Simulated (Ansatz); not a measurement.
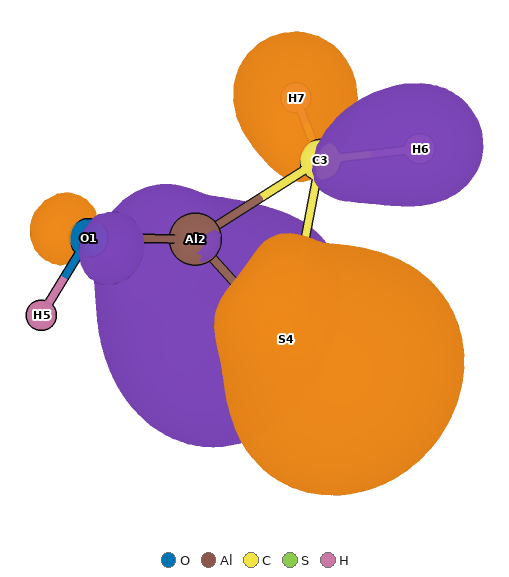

*CH$_{3}$AlOS (SMILES [OH][Al]1[CH2][S]1). One frontier orbital at ±0.08 Å⁻³ᐟ² (orange and purple are the two phases), seen at an oblique angle.*

Theory: Ansatz, RKS revPBE-D4/6-31G*.

```yaml
atoms:
  - { symbol: O, position_ang: [-1.7907, 1.3128, -0.6114] }
  - { symbol: Al, position_ang: [-0.5240, 0.2079, -0.2345] }
  - { symbol: C, position_ang: [1.1537, -0.2475, 0.5888] }
  - { symbol: S, position_ang: [0.3159, -1.7626, -0.3892] }
  - { symbol: H, position_ang: [-2.5364, 0.9903, -1.1509] }
  - { symbol: H, position_ang: [1.2536, -0.4965, 1.6541] }
  - { symbol: H, position_ang: [2.1280, -0.0044, 0.1430] }
```

Which orbital is it: HOMO or LUMO?

The HOMO, at −5.56 eV. It lies mainly on S4 (about 80 %); largely a lone pair of S4.
